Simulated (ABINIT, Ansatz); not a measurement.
# A GW run on K2H6Pt (Fm-3m) in ABINIT, with inputs changed

Aim: change inputs of a GW run on K2H6Pt (Fm-3m) and see what moves.

Main program and level: ABINIT 10.8.3; LDA and many-body steps on it, plane waves.

### 1. Set-up

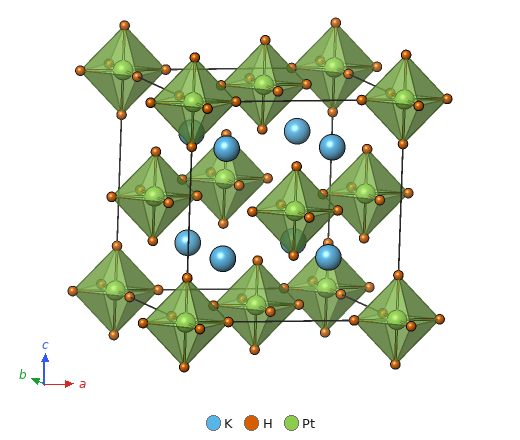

The starting structure, seen slightly off an axis (potassium blue, hydrogen orange, platinum green). This picture shows the conventional cell, with its axes. Some periodic images of atoms are drawn too.

The cell and positions are those that the Materials Project relaxed with its own functionals (PBE, PBE+U or r2SCAN), kept fixed. Spin-orbit coupling is left out unless a step names it.

### 2. Screening, 2×2×2 mesh, 109 bands, screening to 114.3 eV

This step: ABINIT 10.8.3; RPA screening on LDA, plane waves, norm-conserving pseudopotentials.

The RPA dielectric matrix is built and inverted for each q.

Input file run.abi:

```
acell 3*1.0 Angstrom
rprim 
  0.000000000000 4.060020550000 4.060020550000
  4.060020550000 0.000000000000 4.060020550000
  4.060020550000 4.060020550000 0.000000000000
ntypat 3
znucl 19 1 78
natom 9
typat 1 1 2 2 2 2 2 2 3
xred 
  0.750000000000 0.750000000000 0.750000000000
  0.250000000000 0.250000000000 0.250000000000
  0.797862200000 0.797862200000 0.202137800000
  0.202137800000 0.797862200000 0.202137800000
  0.797862200000 0.202137800000 0.202137800000
  0.202137800000 0.202137800000 0.797862200000
  0.797862200000 0.202137800000 0.797862200000
  0.202137800000 0.797862200000 0.797862200000
  0.000000000000 0.000000000000 0.000000000000
pp_dirpath "pseudos"
pseudos "K.upf, H.upf, Pt.upf"
ecut 34
ngkpt 2 2 2
nshiftk 1
shiftk 0 0 0
kptopt 1
chksymbreak 0
istwfk *1
occopt 1
irdwfk 1
optdriver 3
nband 109
ecuteps 4.2
inclvkb 2
awtr 1
symchi 1
indata_prefix "in"
outdata_prefix "out"
tmpdata_prefix "tmp"
```

The run is started by

```sh
OMP_NUM_THREADS=1 mpirun -n 4 abinit run.abi > log
```

The log of the run:

```text
.Version 10.8.3 of ABINIT. v10.8.2 released Aug 2026.

 Symmetries : space group Fm -3 m (#225); Bravais cF (face-center cubic)
[... echo of the input left out ...]
== DATASET  1 ==================================================================
-   mpi_nproc: 4, omp_nthreads: 1 (-1 if OMP is not activated)

--- !DatasetInfo
iteration_state: {dtset: 1, }
dimensions: {natom: 9, nkpt: 3, mband: 109, nsppol: 1, nspinor: 1, nspden: 1, mpw: 8609, }
cutoff_energies: {ecut:  34.0, pawecutdg:  -1.0, }
electrons: {nelect:   4.20000000E+01, charge:   0.00000000E+00, occopt:   1.00000000E+00, tsmear:   1.00000000E-02, }

 SCREENING: Calculation of the susceptibility and dielectric matrices

 Based on a program developped by R.W. Godby, V. Olevano, G. Onida, and L. Reining.
 Incorporated in ABINIT by V. Olevano, G.-M. Rignanese, and M. Torrent.
.Using double precision arithmetic ; gwpc =  8

[... cell and pseudopotentials left out ...]
--------------------------------------------------------------------------------

 ==== K-mesh for the wavefunctions ====
 Number of points in the irreducible wedge :     3
[... list of points left out ...]
 Together with 48 symmetry operations and time-reversal symmetry
 yields     8 points in the full Brillouin Zone.

 ==== Q-mesh for the screening function ====
 Number of points in the irreducible wedge :     3
[... list of points left out ...]
 Together with 48 symmetry operations and time-reversal symmetry
 yields     8 points in the full Brillouin Zone.

 setmesh: FFT mesh size selected  =    40x   40x   40
          total number of points  =        64000

 vcoul_init : cutoff-mode = AUXILIARY_FUNCTION
 q-points for optical limit:   1
     1)      0.000010    0.000020    0.000030

- screening: taking advantage of time-reversal symmetry
- Maximum band index for partially occupied states nbvw = 21
- Remaining bands to be divided among processors   nbcw = 88
- Number of bands treated by each node ~22

 Number of electrons calculated from density =   42.0000; Expected =   42.0000
 average of density, n =  0.046498
 r_s =    1.7251
 omega_plasma =   20.8005 [eV]

 calculating chi0 at frequencies [eV] :
  1    0.000000E+00    0.000000E+00
  2    0.000000E+00    2.080054E+01

--------------------------------------------------------------------------------
  q-point number  1        q = ( 0.000000, 0.000000, 0.000000) [r.l.u.]
--------------------------------------------------------------------------------
[... chi0 elements left out ...]
 For q-point:  0.000010 0.000020 0.000030
  dielectric constant =   3.0019
  dielectric constant without local fields =   3.8678

  Average fulfillment of the sum rule on Im[epsilon] for q-point    1 :     56.48  [%]
[... wings left out ...]
  q-point number  2        q = ( 0.500000, 0.000000, 0.000000) [r.l.u.]
--------------------------------------------------------------------------------
[... chi0 elements left out ...]
  Average fulfillment of the sum rule on Im[epsilon] for q-point    2 :     63.41  [%]

 [... 1 further q-points ...]
```

Run time: 19 s. Hardware: 4 MPI ranks of Arm Neoverse V1, shared host; peak memory 1.5 GiB.

Numbers from this step:

```
ε∞ with local fields, on this mesh, along the program's q direction : 3.002
the same without local fields                                       : 3.868
plasma frequency                                                    : 20.80 eV
plane waves in the screening matrix                                 : 339
```

Local fields lower ε∞ by 22 %. On a Γ-centred mesh this coarse the value itself is usually too large, while a short band sum pulls it down.

### 3. Base

The self-energy is evaluated for the states that the input lists, and the levels follow from it, in one-shot runs by the linearised quasiparticle equation.

This step: G0W0 on LDA, plane waves, norm-conserving pseudopotentials.

Edit run.abi of step 2 so:

```diff
@@ -30,8 +30,19 @@
 irdwfk 1
-optdriver 3
+optdriver 4
 nband 109
+gwcalctyp 0
+ecutsigx 34
+symsigma 1
+nkptgw 3
+kptgw 
+  0.5000000000 0.0000000000 0.0000000000
+  0.5000000000 0.5000000000 0.0000000000
+  0.0000000000 0.0000000000 0.0000000000
+bdgw 
+  20 23
+  20 23
+  19 24
 ecuteps 4.2
-inclvkb 2
-awtr 1
-symchi 1
+irdscr 1
+ppmodel 1
 indata_prefix "in"
```

The log of the run:

```text
.Version 10.8.3 of ABINIT. v10.8.2 released Aug 2026.

 Symmetries : space group Fm -3 m (#225); Bravais cF (face-center cubic)
[... echo of the input left out ...]
== DATASET  1 ==================================================================
-   mpi_nproc: 4, omp_nthreads: 1 (-1 if OMP is not activated)

--- !DatasetInfo
iteration_state: {dtset: 1, }
dimensions: {natom: 9, nkpt: 3, mband: 109, nsppol: 1, nspinor: 1, nspden: 1, mpw: 8609, }
cutoff_energies: {ecut:  34.0, pawecutdg:  -1.0, }
electrons: {nelect:   4.20000000E+01, charge:   0.00000000E+00, occopt:   1.00000000E+00, tsmear:   1.00000000E-02, }

 SIGMA: Calculation of the GW corrections

 Based on a program developped by R.W. Godby, V. Olevano, G. Onida, and L. Reining.
 Incorporated in ABINIT by V. Olevano, G.-M. Rignanese, and M. Torrent.
.Using double precision arithmetic ; gwpc =  8

[... cell and pseudopotentials left out ...]
--------------------------------------------------------------------------------

 ==== K-mesh for the wavefunctions ====
 Number of points in the irreducible wedge :     3
[... list of points left out ...]
 Together with 48 symmetry operations and time-reversal symmetry
 yields     8 points in the full Brillouin Zone.

 ==== Q-mesh for screening function ====
 Number of points in the irreducible wedge :     3
[... list of points left out ...]
 Together with 48 symmetry operations and time-reversal symmetry
 yields     8 points in the full Brillouin Zone.

 vcoul_init : cutoff-mode = AUXILIARY_FUNCTION
 q-points for optical limit:   1
     1)      0.000010    0.000020    0.000030
 setmesh: FFT mesh size selected  =    60x   60x   60
          total number of points  =       216000

 Number of electrons calculated from density =   42.0000; Expected =   42.0000
 average of density, n =  0.046498
 r_s =    1.7251
 omega_plasma =   20.8005 [eV]

 === KS Band Gaps ===
  >>>> For spin  1
   Minimum direct gap =   3.8383 [eV], located at k-point      :   0.5000  0.5000  0.0000
   Fundamental gap    =   3.7189 [eV], Top of valence bands at :   0.5000  0.0000  0.0000
                                       Bottom of conduction at :   0.5000  0.5000  0.0000
 SIGMA fundamental parameters:
 PLASMON POLE MODEL  1
 number of plane-waves for SigmaX                 8609
 number of plane-waves for SigmaC and W            339
 number of plane-waves for wavefunctions          8609
 number of bands                                   109
 number of independent spin polarizations            1
 number of spinorial components                      1
 number of k-points in IBZ                           3
 number of q-points in IBZ                           3
 number of symmetry operations                      48
 number of k-points in BZ                            8
 number of q-points in BZ                            8
 number of frequencies for dSigma/dE                 9
 frequency step for dSigma/dE [eV]                0.25
 number of omega for Sigma on real axis              0
 max omega for Sigma on real axis  [eV]           0.00
 zcut for avoiding poles [eV]                     0.10

 EPSILON^-1 parameters (SCR file):
 dimension of the eps^-1 matrix on file            339
 dimension of the eps^-1 matrix used               339
 number of plane-waves for wavefunctions          8609
 number of bands                                   109
 number of q-points in IBZ                           3
 number of frequencies                               2
 number of real frequencies                          1
 number of imag frequencies                          1

 matrix elements of self-energy operator (all in [eV])

 Perturbative Calculation

--- !SelfEnergy_ee
iteration_state: {dtset: 1, }
kpoint     : [   0.500,    0.000,    0.000, ]
spin       : 1
KS_gap     :    5.469
QP_gap     :    8.148
Delta_QP_KS:    2.679
data: !SigmaeeData |
     Band     E0 <VxcDFT>   SigX SigC(E0)      Z dSigC/dE  Sig(E)    E-E0       E
       20   0.204 -11.659 -14.635   1.861   0.822  -0.217 -12.576  -0.917  -0.713
       21   0.204 -11.659 -14.635   1.861   0.822  -0.217 -12.576  -0.917  -0.713
       22   5.673 -11.930  -7.508  -2.332   0.843  -0.186 -10.169   1.762   7.435
       23   5.673 -11.930  -7.508  -2.332   0.843  -0.186 -10.169   1.762   7.435

--- !SelfEnergy_ee
iteration_state: {dtset: 1, }
kpoint     : [   0.500,    0.500,    0.000, ]
spin       : 1
KS_gap     :    3.838
QP_gap     :    6.234
Delta_QP_KS:    2.396
data: !SigmaeeData |
     Band     E0 <VxcDFT>   SigX SigC(E0)      Z dSigC/dE  Sig(E)    E-E0       E
       20   0.084 -11.595 -14.627   1.857   0.822  -0.217 -12.561  -0.966  -0.881
       21   0.084 -11.595 -14.627   1.857   0.822  -0.217 -12.561  -0.966  -0.881
[...]
--- !SelfEnergy_ee
iteration_state: {dtset: 1, }
kpoint     : [   0.000,    0.000,    0.000, ]
spin       : 1
KS_gap     :    5.219
QP_gap     :    7.450
Delta_QP_KS:    2.232
data: !SigmaeeData |
     Band     E0 <VxcDFT>   SigX SigC(E0)      Z dSigC/dE  Sig(E)    E-E0       E
[...]
22   5.180  -7.814  -3.498  -2.796   0.859  -0.164  -6.507   1.307   6.486
       23   6.121 -12.607  -7.789  -2.421   0.842  -0.187 -10.588   2.019   8.140
       24   6.121 -12.607  -7.789  -2.421   0.842  -0.187 -10.588   2.019   8.140

 New Fermi energy :        8.683446E-02 Ha ,    2.362886E+00 eV

 === QP Band Gaps ===
  >>>> For spin  1
   Minimum direct gap =   6.2344 [eV], located at k-point      :   0.5000  0.5000  0.0000
   Fundamental gap    =   6.0662 [eV], Top of valence bands at :   0.5000  0.0000  0.0000
                                       Bottom of conduction at :   0.5000  0.5000  0.0000

== END DATASET(S) ==============================================================
================================================================================

 -outvars: echo values of variables after computation  --------
           etotal      0.0000000000E+00
            nband         109
             nkpt           3
          spgroup         225
 [... the other variables as echoed above ...]

 Calculation completed.
```

Wall time 14 s (4 MPI ranks); peak memory 1 GiB; 57 s of CPU time.

This step gave:

| Property | Result |
| --- | --- |
| G0W0 gap on the points computed | 6.066 eV |
| starting gap on the mesh | 3.719 eV |
| k of the valence top | 0.5, 0, 0 |
| k of the conduction bottom | 0.5, 0.5, 0 |
| Z at the valence top | 0.822 |
| Z at the conduction bottom | 0.851 |
| least direct G0W0 gap on the computed points | 6.234 eV |

The gap on the mesh goes from 3.72 eV to 6.07 eV, a correction of +2.35 eV.

### 4. Smaller part of the screening matrix

Edit run.abi of step 3 so:

```diff
@@ -44,3 +44,3 @@
   19 24
-ecuteps 4.2
+ecuteps 1.1
 irdscr 1
```

The log of the run:

```text
.Version 10.8.3 of ABINIT. v10.8.2 released Aug 2026.

 Symmetries : space group Fm -3 m (#225); Bravais cF (face-center cubic)
[... echo of the input left out ...]
== DATASET  1 ==================================================================
-   mpi_nproc: 4, omp_nthreads: 1 (-1 if OMP is not activated)

--- !DatasetInfo
iteration_state: {dtset: 1, }
dimensions: {natom: 9, nkpt: 3, mband: 109, nsppol: 1, nspinor: 1, nspden: 1, mpw: 8609, }
cutoff_energies: {ecut:  34.0, pawecutdg:  -1.0, }
electrons: {nelect:   4.20000000E+01, charge:   0.00000000E+00, occopt:   1.00000000E+00, tsmear:   1.00000000E-02, }

 SIGMA: Calculation of the GW corrections

 Based on a program developped by R.W. Godby, V. Olevano, G. Onida, and L. Reining.
 Incorporated in ABINIT by V. Olevano, G.-M. Rignanese, and M. Torrent.
.Using double precision arithmetic ; gwpc =  8

[... cell and pseudopotentials left out ...]
--------------------------------------------------------------------------------

 ==== K-mesh for the wavefunctions ====
 Number of points in the irreducible wedge :     3
[... list of points left out ...]
 Together with 48 symmetry operations and time-reversal symmetry
 yields     8 points in the full Brillouin Zone.

 ==== Q-mesh for screening function ====
 Number of points in the irreducible wedge :     3
[... list of points left out ...]
 Together with 48 symmetry operations and time-reversal symmetry
 yields     8 points in the full Brillouin Zone.

 vcoul_init : cutoff-mode = AUXILIARY_FUNCTION
 q-points for optical limit:   1
     1)      0.000010    0.000020    0.000030
 setmesh: FFT mesh size selected  =    60x   60x   60
          total number of points  =       216000

 Number of electrons calculated from density =   42.0000; Expected =   42.0000
[...]
Perturbative Calculation

--- !SelfEnergy_ee
iteration_state: {dtset: 1, }
kpoint     : [   0.500,    0.000,    0.000, ]
spin       : 1
KS_gap     :    5.469
QP_gap     :    8.084
Delta_QP_KS:    2.615
data: !SigmaeeData |
     Band     E0 <VxcDFT>   SigX SigC(E0)      Z dSigC/dE  Sig(E)    E-E0       E
       20   0.204 -11.659 -14.635   1.925   0.838  -0.193 -12.540  -0.882  -0.678
       21   0.204 -11.659 -14.635   1.925   0.838  -0.193 -12.540  -0.882  -0.678
       22   5.673 -11.930  -7.508  -2.386   0.851  -0.175 -10.197   1.733   7.406
[...]
--- !SelfEnergy_ee
iteration_state: {dtset: 1, }
kpoint     : [   0.500,    0.500,    0.000, ]
spin       : 1
KS_gap     :    3.838
QP_gap     :    6.133
Delta_QP_KS:    2.295
data: !SigmaeeData |
     Band     E0 <VxcDFT>   SigX SigC(E0)      Z dSigC/dE  Sig(E)    E-E0       E
[...]
--- !SelfEnergy_ee
iteration_state: {dtset: 1, }
kpoint     : [   0.000,    0.000,    0.000, ]
spin       : 1
KS_gap     :    5.219
QP_gap     :    7.351
Delta_QP_KS:    2.132
data: !SigmaeeData |
     Band     E0 <VxcDFT>   SigX SigC(E0)      Z dSigC/dE  Sig(E)    E-E0       E
[...]
23   6.121 -12.607  -7.789  -2.481   0.851  -0.175 -10.618   1.989   8.110
       24   6.121 -12.607  -7.789  -2.481   0.851  -0.175 -10.618   1.989   8.110

 New Fermi energy :        8.556737E-02 Ha ,    2.328407E+00 eV

 === QP Band Gaps ===
  >>>> For spin  1
   Minimum direct gap =   6.1329 [eV], located at k-point      :   0.5000  0.5000  0.0000
   Fundamental gap    =   5.9618 [eV], Top of valence bands at :   0.5000  0.0000  0.0000
                                       Bottom of conduction at :   0.5000  0.5000  0.0000

== END DATASET(S) ==============================================================
================================================================================

 -outvars: echo values of variables after computation  --------
           etotal      0.0000000000E+00
            nband         109
             nkpt           3
          spgroup         225
 [... the other variables as echoed above ...]

 Calculation completed.
```

It took 5.9 s on 4 MPI ranks; peak memory 0.5 GiB; 23 s of CPU time.

This step gave:

```yaml
g0w0_gap_on_the_points_computed: 5.962 eV
starting_gap_on_the_mesh: 3.719 eV
k_of_the_valence_top: 0.5, 0, 0
k_of_the_conduction_bottom: 0.5, 0.5, 0
z_at_the_valence_top: 0.838
z_at_the_conduction_bottom: 0.857
least_direct_g0w0_gap_on_the_computed_points: 6.133 eV
```

(Part 1 of 2 ends here.)

[Paths, hosts, dates, memory and timing lines, banners, echoed tables and standing remarks are left out of the program output.]

[Logs are printed without paths, hosts, clocks, repeated set-up lines and the standing remarks that a program may print on its own settings, such as how far it seeks lower states.]

[Runs of the session that timed out or met a known fault of the program may be left out.]

[Hosts, paths, dates, database ids (printed as entryN), source tags and the programs' standing remarks are cut or masked in the printed files.]

[G0W0 gaps are taken among the corrected bands and points alone; a level outside them can change the order at an edge.]

[Where Ansatz stands beside ABINIT at settings called matched, ABINIT's density can come from a denser mesh and the files from another edition; pairs whose starting gaps differed by over 0.03 eV were left out, so agreement reads better than it is.]
